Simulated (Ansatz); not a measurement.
System Sb (space group R-3m, No. 166); source of the atomic positions: coordinates from a relaxation with DFT, PBEsol, PAW with Ansatz's default frozen-core files, scalar-relativistic in Ansatz.

```xyz
6
Lattice="4.3212 0.0000 0.0000 -2.1606 3.7423 0.0000 0.0000 0.0000 11.0903" Properties=species:S:1:pos:R:3 pbc="T T T"
Sb    0.0000    2.4949   10.0041
Sb    0.0000    0.0000    8.4798
Sb    0.0000    0.0000    2.6106
Sb    2.1606    1.2474    1.0862
Sb    2.1606    1.2474    6.3073
Sb    0.0000    2.4949    4.7830
```

Describe the stacking along c, with columns A (0, 0), B (1/3, 2/3), C (2/3, 1/3) of the hexagonal mesh.

Sb(C) – Sb(A) – Sb(B) – Sb(C) – Sb(A) – Sb(B) (six layers in 11.09 Å).

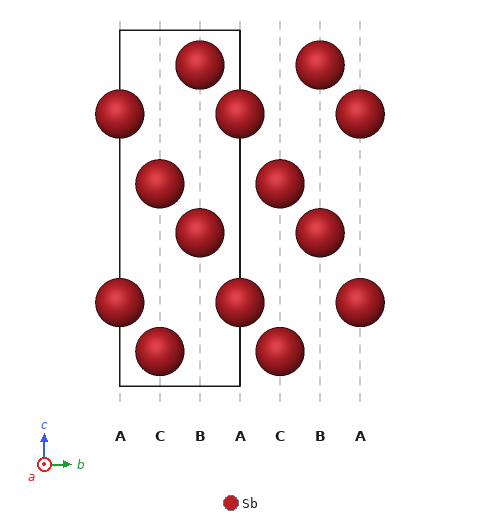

The picture looks along a close-packed row of the hexagonal mesh; c points upwards. The dashed lines mark the three columns A (0, 0), B (1/3, 2/3) and C (2/3, 1/3). The sequence starts with the first layer at or above the cell's origin.
